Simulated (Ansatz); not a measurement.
# GaH2F (SMILES [H][Ga]([H])[F]) at 6 levels

We compute a comparison of 6 runs (UHF/STO-3G, B2PLYP/STO-3G, HSE06/STO-3G, PBE/STO-3G, PBE0/STO-3G, r2SCAN0/STO-3G) of GaH2F. 

The calculation is run with Ansatz 0.2.0.

84 further runs of the same task are left out: 38 that didn't finish, 46 set aside as unsound or not needed.

**1. The molecule**

The species is GaH2F (4 atoms), meant as a singlet with charge 0. SMILES: `[H][Ga]([H])[F]`. The H3–Ga1 distance was set to 3.857 Å, away from the relaxed value. At this shape a bond of the SMILES string is far longer than usual.

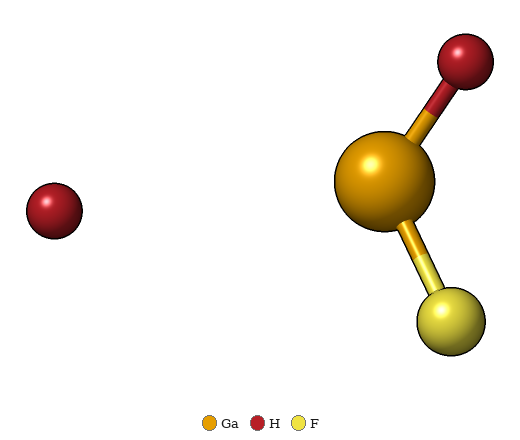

Viewed from a chosen angle; gallium amber, hydrogen red, fluorine yellow.

**2. A single-point energy at UHF/STO-3G (run 1)**

input.yaml

```yaml
basis:
  gaussian:
    orbitals: STO-3G
crystal:
  periodic: [false, false, false]
  atoms:
    - {symbol: Ga, position_ang: [1.324292, -1.847239, 0.030445]}
    - {symbol: H, position_ang: [2.859962, -1.992459, 0.043525]}
    - {symbol: H, position_ang: [-0.797470, 1.373580, -0.018980]}
    - {symbol: F, position_ang: [0.432392, -3.331379, 0.033965]}
magnetization:
  spin_polarized: true
  initial_magnetization: 0
hamiltonian:
  xc: hf
accuracy: high
```

Command:

```
$ ansatz run input.yaml --threads 1 --pin off --max-ram 2610MiB --events-out events.jsonl --progress --plain --runs-dir runs
```

Output:

```text
Warning: RAYON_NUM_THREADS=1 ignored (pool sized by the plan → 1); use --threads N
Functional definition: HF
  name "HF"
  exchange = exact_x
  correlation = 0
346 factors; integrals over basis functions are off by at most 6.6e-9 eV
mean field evaluation 1: about -54406.9287 eV, gradient 2.0e1 eV
mean field evaluation 2: about -54406.9712 eV, gradient 2.0e1 eV
mean field evaluation 4: about -54410.6630 eV, gradient 1.2e1 eV
mean field evaluation 8: about -54413.0494 eV, gradient 1.0e1 eV
mean field evaluation 16: about -54422.1844 eV, gradient 4.5e0 eV
mean field evaluation 32: about -54423.4369 eV, gradient 3.3e-7 eV
mean field evaluation 64: about -54423.4274 eV, gradient 1.9e-2 eV
mean field evaluation 96: about -54423.0753 eV, gradient 2.7e0 eV
mean field evaluation 128: about -54423.4327 eV, gradient 7.1e-2 eV
mean field evaluation 160: about -54423.3839 eV, gradient 5.6e-2 eV
mean field evaluation 192: about -54422.3193 eV, gradient 9.9e0 eV
mean field evaluation 224: about -54418.3094 eV, gradient 1.1e1 eV
mean field evaluation 256: about -54422.0898 eV, gradient 2.2e-1 eV
mean field evaluation 288: about -54421.9813 eV, gradient 5.5e-1 eV
mean field evaluation 320: about -54423.4369 eV, gradient 5.6e-7 eV
mean field evaluation 352: about -54423.4395 eV, gradient 7.4e-3 eV
mean field evaluation 384: about -54414.3287 eV, gradient 1.7e1 eV
mean field evaluation 416: about -54422.8269 eV, gradient 9.0e-1 eV
mean field evaluation 448: about -54422.8715 eV, gradient 5.5e-1 eV
mean field -54423.43692717 eV, -2000.0244175429 hartree, gradient 2.0e-8 eV, S^2 1.311067; 8 other end points of the search recorded, 0 dependent functions left out
reference -54423.43692717 eV, -2000.0244175429 hartree; 21, 21 occupied and 4, 4 virtual orbitals, 346 factors
Total energy: -54423.43692717 eV, -2000.0244175429 hartree
```

Run time: 2.5 s. Hardware: 1 thread of Arm Neoverse V1, shared host.

**3. The energy at B2PLYP/STO-3G (run 2)**

molecule.yaml

```yaml
crystal:
  periodic: [false, false, false]
  atoms:
    - symbol: Ga
      position_ang: [1.324292, -1.847239, 0.030445]
    - symbol: H
      position_ang: [2.859962, -1.992459, 0.043525]
    - symbol: H
      position_ang: [-0.797470, 1.373580, -0.018980]
    - symbol: F
      position_ang: [0.432392, -3.331379, 0.033965]
basis:
  gaussian:
    orbitals: STO-3G
hamiltonian:
  xc: {name: B2PLYP}
correlation:
  frozen_orbitals: {F: 1, Ga: 9, H: 0}
accuracy: high
```

Command:

```
$ ansatz run molecule.yaml --threads 1 --pin off --max-ram 2610MiB --events-out events.jsonl --progress --plain --runs-dir runs
```

Output (excerpt; [...] marks lines left out):

```text
Warning: RAYON_NUM_THREADS=1 ignored (pool sized by the plan → 1); use --threads N
Functional definition: B2PLYP
  name "B2PLYP"
[...]
346 factors; integrals over basis functions are off by at most 6.6e-9 eV
[...]
mean field -54450.70115051 eV, -2001.0263592703 hartree, gradient 1.6e-8 eV, S^2 0.000000; 4 other end points of the search recorded, 0 dependent functions left out; unrestricted orbitals would lower it
10 core orbitals not correlated: weight in the atoms' cores, before any rotation towards them, 1.000 or more for the frozen orbitals, at most 0.000 for the correlated occupied ones
reference -54450.70116890 eV, -2001.0263599462 hartree; 11, 11 occupied and 4, 4 virtual orbitals, 346 factors
second order -14.64343805 eV of doubles, -0.00000000 eV of singles
Total energy: -54454.65489717 eV, -2001.1716567804 hartree
```

It took 4.5 s on 1 thread of Arm Neoverse V1, shared host; peak memory 0.093 GiB.

Runs 3 to 4 aren't shown in full; the table further down has their settings and results.

**4. The energy at PBE0/STO-3G (run 5)**

input.yaml

```yaml
crystal:
  periodic: [false, false, false]
  atoms:
    - {symbol: Ga, position_ang: [1.324292, -1.847239, 0.030445]}
    - {symbol: H, position_ang: [2.859962, -1.992459, 0.043525]}
    - {symbol: H, position_ang: [-0.797470, 1.373580, -0.018980]}
    - {symbol: F, position_ang: [0.432392, -3.331379, 0.033965]}
basis:
  gaussian: {orbitals: STO-3G}
hamiltonian: {xc: pbe0}
accuracy: high
```

Command:

```
$ ansatz run input.yaml --threads 1 --pin off --max-ram 2610MiB --events-out events.jsonl --progress --plain --runs-dir runs
```

Output:

```text
Warning: RAYON_NUM_THREADS=1 ignored (pool sized by the plan → 1); use --threads N
Functional definition: PBE0
  name "PBE0"
  parameter a = 0.25
  parameter kappa = 0.804
  parameter beta = 0.06672455060314922
  exchange = (1 - a)*pbe_x(kappa = kappa, mu = beta*pi^2/3) + a*exact_x
  correlation = pbe_c(beta = beta)
346 factors; integrals over basis functions are off by at most 6.6e-9 eV
mean field evaluation 1: about -53946.7586 eV, gradient 3.4e2 eV
mean field evaluation 2: about -54191.1944 eV, gradient 1.9e2 eV
mean field evaluation 4: about -54327.7834 eV, gradient 2.1e2 eV
mean field evaluation 8: about -54399.4779 eV, gradient 4.9e1 eV
mean field evaluation 16: about -54457.2907 eV, gradient 4.0e-3 eV
mean field evaluation 32: about -54457.2206 eV, gradient 2.8e0 eV
mean field -54457.29073896 eV, -2001.2685221793 hartree, gradient 2.4e-8 eV, S^2 0.000000; 2 other end points of the search recorded, 0 dependent functions left out
reference -54457.29074047 eV, -2001.2685222348 hartree; 21, 21 occupied and 4, 4 virtual orbitals, 346 factors
Total energy: -54457.29074047 eV, -2001.2685222348 hartree
```

It took 1.7 s on 1 thread of Arm Neoverse V1, shared host.

**5. The energy at r2SCAN0/STO-3G (run 6)**

molecule.yaml, as its differences from that of step 3:

```diff
@@ -12,8 +12,4 @@
 basis:
-  gaussian:
-    orbitals: STO-3G
-hamiltonian:
-  xc: {name: B2PLYP}
-correlation:
-  frozen_orbitals: {F: 1, Ga: 9, H: 0}
+  gaussian: {orbitals: STO-3G}
+hamiltonian: {xc: {name: r2SCAN0}}
 accuracy: high
```

Command:

```
$ ansatz run molecule.yaml --threads 1 --pin off --max-ram 2610MiB --events-out events.jsonl --progress --plain --runs-dir runs
```

Output:

```text
Warning: RAYON_NUM_THREADS=1 ignored (pool sized by the plan → 1); use --threads N
Functional definition: r2SCAN0
  name "r2SCAN0"
[... 1 set-up line as earlier in the session ...]
  parameter k0 = 0.174
  parameter k1 = 0.065
  parameter a1 = 4.9479
  exchange = (1 - a)*r2scan_x(k0 = k0, k1 = k1, a1 = a1) + a*exact_x
  correlation = r2scan_c
346 factors; integrals over basis functions are off by at most 6.6e-9 eV
mean field evaluation 1: about -54014.1392 eV, gradient 3.5e2 eV
mean field evaluation 2: about -54205.0406 eV, gradient 2.0e2 eV
mean field evaluation 4: about -54363.0902 eV, gradient 1.9e2 eV
mean field evaluation 8: about -54410.7484 eV, gradient 4.8e1 eV
mean field evaluation 16: about -54466.6656 eV, gradient 3.1e-3 eV
mean field -54466.66555479 eV, -2001.6130403065 hartree, gradient 3.4e-8 eV, S^2 0.000000; 2 other end points of the search recorded, 0 dependent functions left out
reference -54466.66555515 eV, -2001.6130403197 hartree; 21, 21 occupied and 4, 4 virtual orbitals, 346 factors
Total energy: -54466.66555515 eV, -2001.6130403197 hartree
```

Run time: 4.2 s. Hardware: 1 thread of Arm Neoverse V1, shared host; peak memory 0.13 GiB.

**6. The series**

```tsv
run	level	frozen core orbitals	energy (Eh)	wall time
1	UHF/STO-3G	–	-2000.024418	2.5 s
2	B2PLYP/STO-3G	10	-2001.171657	4.5 s
3	HSE06/STO-3G	–	-2001.262497	2.2 s
4	PBE/STO-3G	–	-2001.171857	3.6 s
5	PBE0/STO-3G	–	-2001.268522	1.7 s
6	r2SCAN0/STO-3G	–	-2001.613040	4.2 s
```

**7. Results**

| quantity | value |
| --- | --- |
| run 6: total energy | -2001.61304 Eh |

Totals of different functionals can't be ranked against each other. In run 2 the log says that unrestricted orbitals would lower the reference, so the values rest on an unstable closed-shell determinant (other closed-shell runs at this shape may share the fault). In runs 1, 2, 3, 4, 5, 6 the basis is minimal, so the values are rough. Spin contamination of the reference: run 1 ⟨S²⟩ = 1.31. Where it is this large, the reference is a mixture of spin states, and values that rest on it are in doubt. All runs together took 19 s, the longest 4.5 s.
